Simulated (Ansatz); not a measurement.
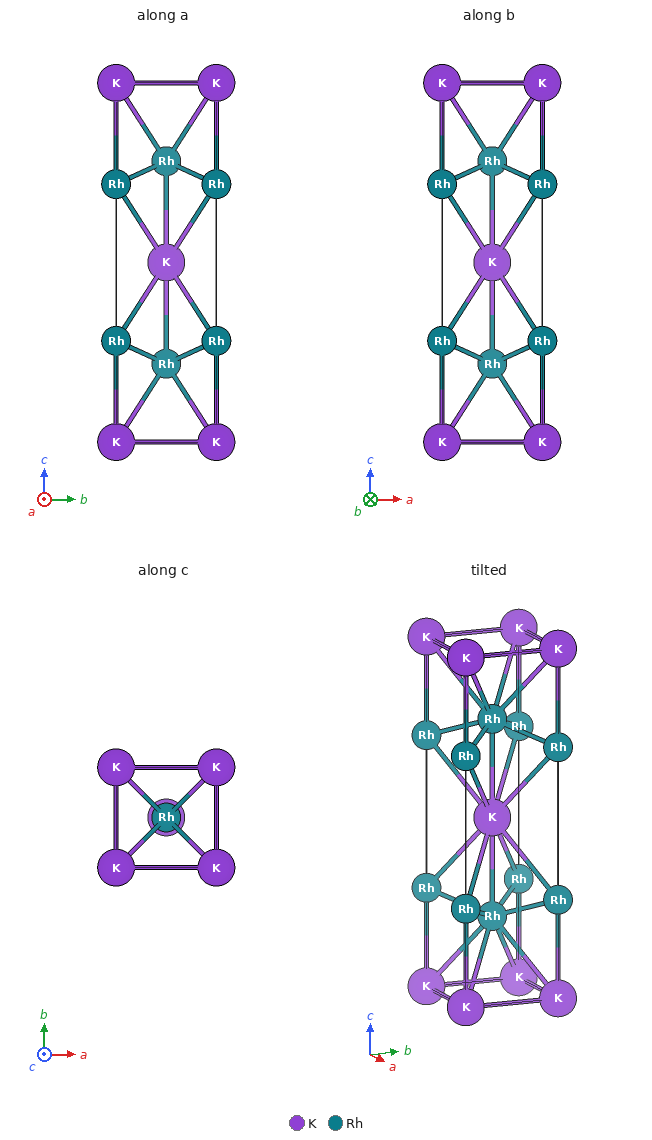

Ball-and-stick representation of a periodic structure, projected along the a axis, along the b axis, along the c axis and slightly off an axis. The lines enclose the conventional unit cell; boundary atoms appear with their images.

Lattice parameters: a = 3.368 Å, b = 3.368 Å, c = 12.060 Å, α = 90.00°, β = 90.00°, γ = 90.00°. Put a along x and b in the xy plane.

> Write the structure as a POSCAR file, with free fractional coordinates to two decimals.

```
K Rh
1.0
     3.368    0.000    0.000
     0.000    3.368    0.000
     0.000    0.000   12.060
K Rh
2 4
Direct
  0.00 0.00 0.00
  0.50 0.50 0.50
  0.50 0.50 0.22
  0.00 0.00 0.28
  0.00 0.00 0.72
  0.50 0.50 0.78
```

Origin of the cell: a textbook structure type filled with these elements (whether it is the usual form wasn't checked). The final geometry of a relaxation with Ansatz 0.2.0, DFT PBE, scalar-relativistic, plane waves, PAW is shown.
